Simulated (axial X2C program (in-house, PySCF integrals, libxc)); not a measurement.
Run report: PtI⁺, relativistic diatomic calculation

System: PtI⁺. The reference is closed-shell PtI⁺; the roots are vertical excitation energies. The distance is the PBE0 minimum at charge 1.
Method: EOM-EE-CCSD, two-component X2C with atomic mean-field Coulomb and Gaunt terms, Pt dyall-acv3z, I dyall-acv3z (cores contracted) (axial X2C program (in-house, PySCF integrals, libxc)).

**Input**
```
{"zs": [78, 53], "q": 1, "bas": ["dyall-acv3z", "dyall-acv3z"], "r0": 2.56, "eom": "ee", "thr": -2.0, "nmax": 88}
```

The line is the task of a batch: nuclear charges, charge, bases, a first guess of the distance and further settings. This report covers the levels named above. The log is that of the reference distance 2.457 Å.

Launched within a batch (the task file carries these settings):
```bash
python <driver script> task.json out
```

**Output**
```
two-component X2C + atomic mean field  HF
basis functions 327  fitting functions 1601  grid points 5799
iter        total energy     max residual
   1     -25521.257162678     1.09e+00
   2     -25521.318990542     1.52e-02
   3     -25521.324508671     1.00e-01
   4     -25521.327122204     4.17e-02
   5     -25521.328548096     2.18e-02
   6     -25521.329233066     3.20e-02
   7     -25521.329649029     1.04e-02
   8     -25521.329989369     1.12e-02
   9     -25521.330122006     1.04e-02
  10     -25521.330219217     2.67e-03
  11     -25521.330246583     1.45e-03
  12     -25521.330254242     1.60e-03
  13     -25521.330255781     4.02e-04
  14     -25521.330256024     4.62e-05
  15     -25521.330256055     7.49e-05
  16     -25521.330256059     1.59e-05
  17     -25521.330256059     6.45e-06
  18     -25521.330256059     4.95e-06
  19     -25521.330256059     7.08e-07
converged
one-electron -36722.47465103  Coulomb 10867.82699223  exact exchange -535.82574802  xc functional 0.00000000  nuclear repulsion 890.36165647  atomic mean-field constant -21.21850571
correlated 16  virtual 390  natural virtual 88  E(MP2) -0.450312211  MP2 remainder -0.101782746
iter   CCSD correlation   residual
   1     -0.342233794   1.97e-01
   2     -0.354811170   1.15e-01
   3     -0.363397315   7.31e-02
   4     -0.365194383   4.45e-02
   5     -0.366416717   3.25e-02
   6     -0.367104062   2.70e-02
   7     -0.367719635   2.42e-02
   8     -0.368477692   2.16e-02
   9     -0.368845651   1.90e-02
  10     -0.369583758   1.42e-02
  11     -0.369774691   1.20e-02
  12     -0.369998771   7.55e-03
  13     -0.369974768   4.96e-03
  14     -0.370087216   3.73e-03
  15     -0.370055587   2.48e-03
  16     -0.370058681   1.62e-03
  17     -0.370050736   9.79e-04
  18     -0.370059529   5.76e-04
  19     -0.370062878   3.22e-04
  20     -0.370062889   2.21e-04
  21     -0.370058457   1.49e-04
  22     -0.370056634   9.75e-05
  23     -0.370053373   6.71e-05
  24     -0.370052571   3.94e-05
  25     -0.370052204   2.43e-05
  26     -0.370052484   1.42e-05
  27     -0.370052455   1.02e-05
  28     -0.370052461   7.37e-06
(T) -0.025739842174754654  T1 0.2124  D1 0.5969  max T2 0.158
EOM-EE-CCSD roots
2*Omega      energy/Eh   energy/eV  one-particle weight
    0       0.00525732      0.1431      0.923
    0       0.01861912      0.5067      0.841
    0       0.07550337      2.0546      0.931
    0       0.08994822      2.4476      0.422
    0       0.10426821      2.8373      0.868
    2      -0.02464256     -0.6706      0.914
    2       0.00770898      0.2098      0.916
    2       0.03935686      1.0710      0.922
    2       0.07615342      2.0722      0.897
    4      -0.01735089     -0.4721      0.899
    4       0.01784590      0.4856      0.931
    4       0.05432131      1.4782      0.838
    6       0.01237856      0.3368      0.938
```

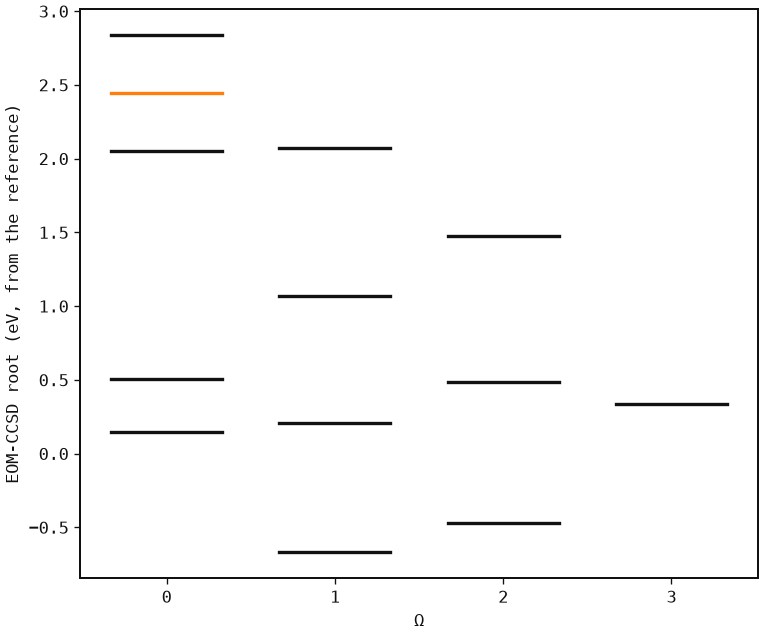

Figure 1. EOM-CCSD roots by Ω at 2.46 Å; roots whose one-particle weight is under 0.8 have the second colour. The lowest has Ω = 1 and lies at −0.671 eV, with one-particle weight 0.91. 1 of the 13 roots are less well described at this level.

**Summary**

| quantity | value |
| --- | --- |
| outcome | converged |
| HF energy of the reference PtI⁺ | −25521.33026 hartree |
| MP2 energy of the reference PtI⁺ | −25521.78057 hartree |
| CCSD energy of the reference PtI⁺ (with the MP2 share of the virtual spinors left out of the coupled-cluster step) | −25521.80209 hartree |
| CCSD(T) energy of the reference PtI⁺ | −25521.82783 hartree |
| T1 diagnostic (spinor form; for a closed shell √2 times the usual value) | 0.212 |
| hardware | 1 thread of Arm Neoverse N1, 98 GiB of memory available, shared host |
| wall time | 2.9 min |
| peak memory | 1.1 GiB |
